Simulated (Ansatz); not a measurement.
# SnH₂Br radical: trial inputs and their diagnosis

4 inputs were typed for SnH₂Br radical. Each is run as it stands; the log then has to tell whether the result can be used.

The runs use Ansatz 0.2.0, Gaussian basis; the settings change from run to run.

## Step 1: The molecule

The geometry comes from an earlier relaxation with PBE0-D4 in a triple-zeta def2 set; it is a stationary point. Sn takes a core potential in def2 sets; no spin-orbit term is included.

SMILES `[Br][SnH2]`, 4 atoms, charge 0, spin multiplicity 2.

Atoms are counted from 1 here; the program's logs count them from 0.

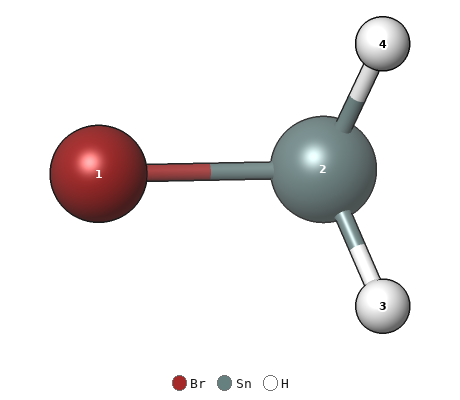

The geometry (bromine red, tin teal, hydrogen white); atoms are numbered from 1 in the order of the file.

## Step 2: Input 1

Input file in.yaml:

```yaml
crystal:
  periodic: [false, false, false]
  atoms:
    - {symbol: Br, position_ang: [-1.974165, 0.426283, -0.670942]}
    - {symbol: Sn, position_ang: [0.423135, -0.192178, -0.379569]}
    - {symbol: H, position_ang: [0.426711, -1.499416, 0.743066]}
    - {symbol: H, position_ang: [1.179820, 1.205010, 0.287145]}
basis:
  gaussian: {orbitals: STO-3G, fitting: {mean_field: cc-pVTZ-jkfit}}
magnetization: {spin_polarized: true, initial_magnetization: 1}
hamiltonian: {xc: {name: BHLYP}}
output: {forces: true}
```

Launch:

```console
$ ansatz run in.yaml --threads 2 --pin off --events-out ev --progress --plain --max-ram 32768MiB --backend cpu
```

Standard output:

```text
Functional definition: BHLYP
  name "BHLYP"
  cite "Becke, J. Chem. Phys. 98, 1372 (1993) doi:10.1063/1.464304"
  cite "Becke, Phys. Rev. A 38, 3098 (1988) doi:10.1103/PhysRevA.38.3098"
  cite "Lee, Yang & Parr, Phys. Rev. B 37, 785 (1988) doi:10.1103/PhysRevB.37.785"
  parameter a = 0.5
  exchange = (1 - a)*b88_x + a*exact_x
  correlation = lyp_c
Error: <dir> the basis set cc-pVTZ-JKFIT has no functions for Sn
```

It took 0.16 s on 2 threads, shared host.

Diagnosis: Refused before any calculation. The fitting set named has no entry for an element of this molecule. Cure: leave the fitting key out, or name a set that covers all elements and suits the basis.

## Step 3: Input 2

Input file in.yaml:

```yaml
crystal:
  periodic: [false, false, false]
  atoms:
    - {symbol: Br, position_ang: [-1.974165, 0.426283, -0.670942]}
    - {symbol: Sn, position_ang: [0.423135, -0.192178, -0.379569]}
    - {symbol: H, position_ang: [0.426711, -1.499416, 0.743066]}
    - {symbol: H, position_ang: [1.179820, 1.205010, 0.287145]}
basis:
  gaussian: {orbitals: cc-pVTZ-rifit}
magnetization: {spin_polarized: true, initial_magnetization: 3}
hamiltonian: {xc: {name: B2PLYP}}
```

The command is unchanged.

Standard output:

```text
Functional definition: B2PLYP
  name "B2PLYP"
  cite "Grimme, J. Chem. Phys. 124, 034108 (2006) doi:10.1063/1.2148954"
  cite "Becke, Phys. Rev. A 38, 3098 (1988) doi:10.1103/PhysRevA.38.3098"
  cite "Lee, Yang & Parr, Phys. Rev. B 37, 785 (1988) doi:10.1103/PhysRevB.37.785"
  parameter a = 0.53
  parameter c = 0.27
  exchange = (1 - a)*b88_x + a*exact_x
  correlation = (1 - c)*lyp_c + c*(mp2_os + mp2_ss)
Error: <dir> the basis set cc-pVTZ-RIFIT has no functions for Sn
```

It took 0.15 s on 2 threads, shared host.

**Diagnosis.** The program refused the input. The basis set is misnamed or doesn't suit the job. It also asks for charge 0 and multiplicity 4, another species or state than the molecule above. To mend it, name an orbital basis set that the library holds for every element here, and set charge and spin to those of the species named.

## Step 4: Input 3

Input file in.yaml:

```yaml
crystal:
  periodic: [false, false, false]
  atoms:
    - {symbol: Br, position_ang: [-1.986591, 0.361943, -0.712941]}
    - {symbol: Sn, position_ang: [0.405341, -0.194954, -0.397225]}
    - {symbol: H, position_ang: [0.429025, -1.431663, 0.764406]}
    - {symbol: H, position_ang: [1.145771, 1.248924, 0.252141]}
basis:
  gaussian: {orbitals: cc-pVTZ-PP}
magnetization: {spin_polarized: true, initial_magnetization: 1}
hamiltonian: {xc: {name: revPBE}, dispersion: d4}
```

Launched as before.

Standard output:

```text
Functional definition: revPBE
  name "revPBE"
  cite "Zhang & Yang, Phys. Rev. Lett. 80, 890 (1998) doi:10.1103/PhysRevLett.80.890"
  cite "Perdew, Burke & Ernzerhof, Phys. Rev. Lett. 77, 3865 (1996) doi:10.1103/PhysRevLett.77.3865"
  parameter kappa = 1.245
  parameter beta = 0.06672455060314922
  exchange = pbe_x(kappa = kappa, mu = beta*pi^2/3)
  correlation = pbe_c(beta = beta)
Error: <dir> the basis set cc-pVTZ-PP has no functions for H
```

Run time: 0.11 s. Hardware: 2 threads, shared host.

What is wrong: Refused before any calculation. The basis set is misnamed or doesn't suit the job. Its coordinates are also moved off the relaxed structure. Cure: name an orbital basis set that the library holds for every element here.

## Step 5: Input 4

Input file in.yaml:

```yaml
crystal:
  periodic: [false, false, false]
  atoms:
    - {symbol: Br, position_ang: [-2.004423, 0.451479, -0.589366]}
    - {symbol: Sn, position_ang: [0.378124, -0.135351, -0.377155]}
    - {symbol: H, position_ang: [0.751892, -1.496591, 0.703843]}
    - {symbol: H, position_ang: [1.200139, 1.138531, 0.155995]}
basis:
  gaussian: {orbitals: def2-mTZVPP, fitting: {mean_field: def2-universal-jkfit}}
total_charge: -1
hamiltonian: {xc: {name: wB97}, pseudopotentials: {relativity: none}}
accuracy: high
relax: {f_tol: 0.0001, max_steps: 2}
```

Launched as before.

Standard output:

```text
Functional definition: wB97
  name "wB97"
  cite "Chai & Head-Gordon, J. Chem. Phys. 128, 084106 (2008) doi:10.1063/1.2834918"
  cite "Becke, J. Chem. Phys. 107, 8554 (1997) doi:10.1063/1.475007"
  parameter omega = 0.4/bohr
  parameter cx1 = 1.13116
  parameter cx2 = -2.74915
  parameter cx3 = 12.0900
  parameter cx4 = -5.71642
  parameter css1 = -2.55352
  parameter css2 = 11.8926
  parameter css3 = -26.9452
  parameter css4 = 17.0927
  parameter cos1 = 3.99051
  parameter cos2 = -17.0066
  parameter cos3 = 1.07292
  parameter cos4 = 8.88211
  # The coefficients of nought are those of the uniform gas.
  exchange = spin_sum(e_x_unif_sr(omega)*poly(b97_u_x, 1, cx1, cx2, cx3, cx4)) + exact_x_lr(omega)
  correlation = spin_sum(e_c_pw_same_spin*poly(b97_u_same, 1, css1, css2, css3, css4))
      + integral(e_c_pw_opposite_spin*poly(b97_u_opposite, 1, cos1, cos2, cos3, cos4))
520 factors; integrals over basis functions are off by at most 4.4e-1 eV
520 factors; integrals over basis functions are off by at most 5.1e-6 eV
mean field evaluation 1: about -75915.7862 eV, gradient 2.2e1 eV
mean field evaluation 2: about -75916.4056 eV, gradient 1.7e1 eV
mean field evaluation 4: about -75916.7392 eV, gradient 4.8e-1 eV
mean field evaluation 8: about -75916.7370 eV, gradient 2.6e-2 eV
mean field evaluation 16: about -75916.7370 eV, gradient 1.9e-5 eV
mean field -75916.73700587 eV, -2789.8886267530 hartree, gradient 3.4e-8 eV, S^2 0.000000; 0 other end points of the search recorded, 0 dependent functions left out
the calculation of the forces begins
reference -75916.73700502 eV, -2789.8886267218 hartree; 30, 30 occupied and 52, 52 virtual orbitals, 520 factors
relax step   1: F+E_penalty+E_count = -75916.73700587 eV  Δ(F+E_penalty+E_count) = +0.000e0 eV  max|allowed force component| = 3.046e0 eV/Å  Δτ_max = 0.0000 Å  (34 SCF iters, accepted)
these checks for a lower state are left out or cut short: starts, cluster_reference, orbital_swaps, neighbouring_geometries, increment
520 factors; integrals over basis functions are off by at most 4.4e-1 eV
520 factors; integrals over basis functions are off by at most 4.3e-6 eV
mean field evaluation 32: about -75917.6325 eV, gradient 1.2e-8 eV
mean field -75917.63246959 eV, -2789.9215344380 hartree, gradient 1.3e-8 eV, S^2 0.000000; 0 other end points of the search recorded, 0 dependent functions left out
the calculation of the forces begins
reference -75917.63246873 eV, -2789.9215344062 hartree; 30, 30 occupied and 52, 52 virtual orbitals, 520 factors
relax step   2: F+E_penalty+E_count = -75917.63246959 eV  Δ(F+E_penalty+E_count) = -8.955e-1 eV  max|allowed force component| = 1.420e0 eV/Å  Δτ_max = 0.1947 Å  (47 SCF iters, accepted)
Error: geometry relaxation did not converge after 2 steps: max|allowed force component| = 1.42e0 eV/Å (threshold 1.0e-4). Raise `relax.max_steps` over both its present limit and 2, loosen `relax.f_tol`, or start from a geometry closer to equilibrium. Where this run's directory can be resumed (`checkpoint.write`), a resume goes on for up to `relax.max_steps` more
```

Run time: 17 s. Hardware: 2 threads, shared host.

**Diagnosis.** The run did not converge. The relaxation is allowed too few steps for its threshold. The start was also shaken off the relaxed geometry, so there is far to go. It also asks for charge -1 and multiplicity 1, another species or state than the molecule above. To mend it, raise relax.max_steps, and set charge and spin to those of the species named.

## Step 6: Summary

```
input                 level          ended                                                               cause    time
    1          BHLYP/STO-3G        refused  the fitting set named has no entry for an element of this molecule  0.16 s
    2  B2PLYP/cc-pVTZ-rifit        refused                   the basis set is misnamed or doesn't suit the job  0.15 s
    3     revPBE/cc-pVTZ-PP        refused                   the basis set is misnamed or doesn't suit the job  0.11 s
    4      wB97/def2-mTZVPP  not converged           the relaxation is allowed too few steps for its threshold    17 s
```

In words: 3 refused, 1 not converged. A refusal costs next to no computing time.
